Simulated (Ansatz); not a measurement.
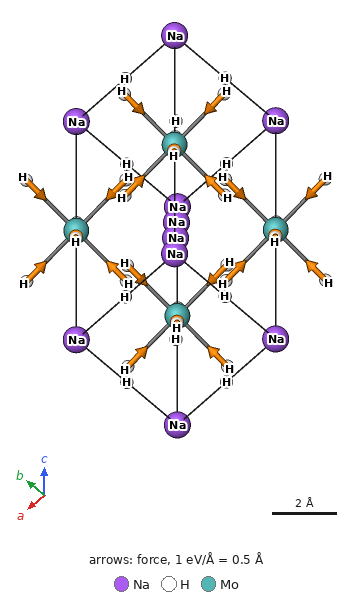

Starting geometry of solid Na3MoH9 (a generated structure, set up in P-3m1) (coarse preliminary run) with the computed forces as orange arrows. A ball-and-stick model of the cell of the calculation, seen from a free direction.

These are results of DFT PBE, scalar-relativistic, plane waves, PAW (Ansatz 0.2.0), not measurements. Settings: plane-wave cutoff 420 eV; k-point mesh 3 × 3 × 2; occupations gaussian; smearing width 0.1 eV; no spin polarisation; cell and atoms relaxed; force threshold 0.04 eV/Å; at most 70 steps.

What follows when this structure is relaxed?

It isn't relaxed: the largest force vector, on H atoms, is 1.86 eV/Å. The final displacements have little in common with the starting forces (cosine between the two patterns 0.16). The energy falls by 460 meV per atom in 11 accepted moves (13 points after the start). Largest force component: 1.5 eV/Å at the start, 0.013 eV/Å at the end. The pressure goes from −8.27 to 0.12 GPa. The line search rejected the trial step at point 10 of the run. The SCF was repeated once at an unchanged geometry on a basis and grid sized afresh for the cell, which shifted the energy by 1.1 meV per atom at most. The largest moves relative to the cell, 0.72 Å, are those of Na atoms. By element the largest moves are Na 0.72 Å, H 0.07 Å. Mo stays in place. Cell: a = b 6.278 → 4.309 Å (−31.4 %), c 7.910 → 8.423 Å (+6.5 %). Volume −49.8 %. Some distances before and after: Na–Na 4.482 → 3.250 Å, H–Na 3.139 → 2.155 Å, H–Na 3.139 → 2.289 Å, H–Na 3.199 → 2.433 Å. New bonds form: H–Na (3.14 → 2.15 Å), H–Na (3.14 → 2.29 Å). Among the angles between lasting bonds that change: H–Mo–H 91.1° → 109.7°, H–Mo–H 88.9° → 70.3°. The space group stays P-3m1 (No. 164). The run took 45 s on 1 thread of Arm Neoverse V2, with other jobs on the host, peak memory 0.47 GiB.

Limits of the set-up: the k-point mesh is coarse for a cell with partly filled bands.
